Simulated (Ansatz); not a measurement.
**WC [001], hexagonal: uniaxial strain and lateral response**

The c axis is held at a set length while the cell relaxes sideways. How do the lateral strain and the stress follow? The strained cell has c along the load; unstrained it is a = 2.8989 Å, b = 2.8989 Å, c = 2.8273 Å, α = 90.00°, β = 90.00°, γ = 120.00°, with 2 atoms.

Calculated with Ansatz 0.2.0, PBEsol, PAW files of the set soft_1, cutoff 600 eV, Fermi–Dirac smearing 0.05 eV, k-mesh 17×17×15, no spin polarisation, no spin-orbit coupling.

Relaxed positions at 0 %:

```csv
atom,x,y,z
W,0.0000,0.0000,0.0000
C,0.6667,0.3333,0.5000
```

```
ε_c (%)   a (Å)   c (Å)  ε_a (%)  σ (GPa, tension positive)
     −3  2.9167  2.7425    0.616                     −29.73
     −1  2.9045  2.7991    0.195                      −9.45
      0  2.8989  2.8273    0.000                       0.00
      1  2.8935  2.8556   −0.186                       8.96
      2  2.8883  2.8839   −0.365                      17.40
      3  2.8834  2.9122   −0.535                      25.44
```

**Question.** Fit both responses and give the free strain and the stress at −2 %, a row left out above.

Least squares with y = y0 + y1 ε + y2 ε² (ε in %) gives ε_a = 0.000 + (−0.1917) ε + (0.0045) ε² and σ = −0.01 + (9.193) ε + (−0.238) ε² GPa. The linear terms put the ratio of free to applied strain at −0.192 and the Young modulus at 919 GPa.

At −2 % the free strain comes out as 0.401 %. The run itself gives 0.402 %, so the estimate misses by 0.001 %, a rounding's worth.

The stress comes out as −19.35 GPa. The run itself gives −19.32 GPa, so the estimate misses by 0.03 GPa; the fitted rows themselves lie up to 0.03 GPa off the law.

The negative ε² term means that the crystal stiffens in compression and softens in tension.

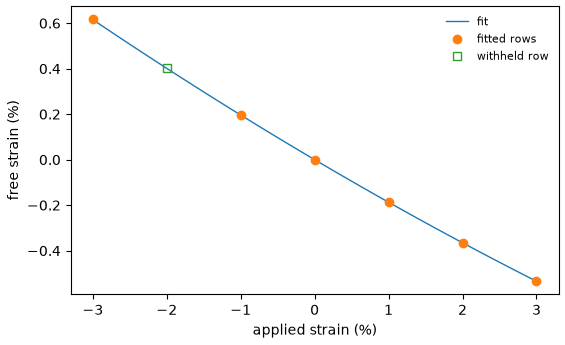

The fitted law, the rows behind it and the withheld row.

[Logs are printed without paths, hosts, clocks, repeated set-up lines and the standing remarks that a program may print on its own settings, such as how far it seeks lower states.]
